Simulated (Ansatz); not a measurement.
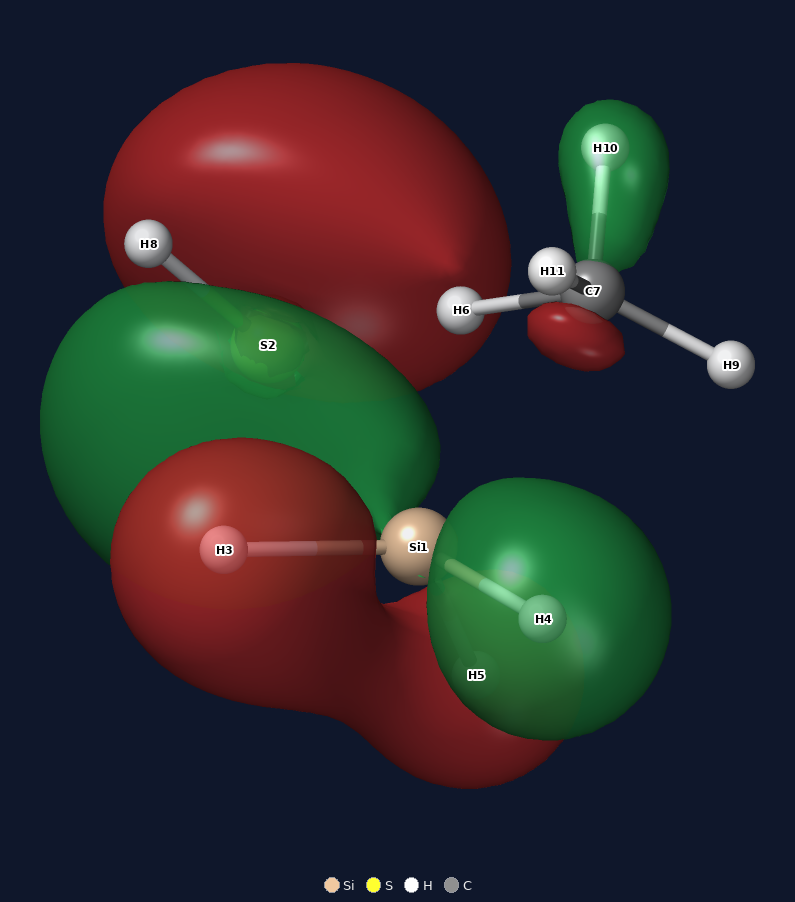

The picture shows: H₃Si···HS···CH₄. One frontier orbital at ±0.08 Å⁻³ᐟ² (green and red are the two phases), seen at a tilt.

A transition-state structure; geometry: PBE0-D4/def2-TZVP.

Computed with RKS PBE0-D4/def2-TZVPP in Ansatz.

The calculation's input:

```
crystal:
  periodic: [false, false, false]
  atoms:
    - {symbol: Si, position_ang: [-0.127006, 0.053407, -1.068003]}
    - {symbol: S, position_ang: [1.333031, -1.735007, 0.000031]}
    - {symbol: H, position_ang: [1.125834, 0.618287, -1.616801]}
    - {symbol: H, position_ang: [-1.101373, 1.175662, -1.314986]}
    - {symbol: H, position_ang: [-0.820704, -1.107203, -1.667672]}
    - {symbol: H, position_ang: [0.182475, -0.490285, 0.608483]}
    - {symbol: C, position_ang: [-0.616273, 0.464148, 0.986101]}
    - {symbol: H, position_ang: [2.363005, -0.925125, 0.297599]}
    - {symbol: H, position_ang: [-1.692989, 0.361213, 0.862757]}
    - {symbol: H, position_ang: [-0.345420, 0.079166, 1.977451]}
    - {symbol: H, position_ang: [-0.300480, 1.505836, 0.935039]}
basis:
  gaussian: {orbitals: def2-TZVPP}
hamiltonian: {xc: pbe0, dispersion: d4}
output: {orbitals: {seedname: orbitals}}
```

Launched as:

```sh
ansatz run in.yaml --threads 4 --pin off --events-out ev --progress --plain --max-ram 9574MiB
```

Which orbital is it: HOMO or LUMO?

Answer. The HOMO, at −6.65 eV. By Hirshfeld shares it lies mainly on S2 (about 65 %) and Si1 (about 10 %); largely a lone pair of S2.
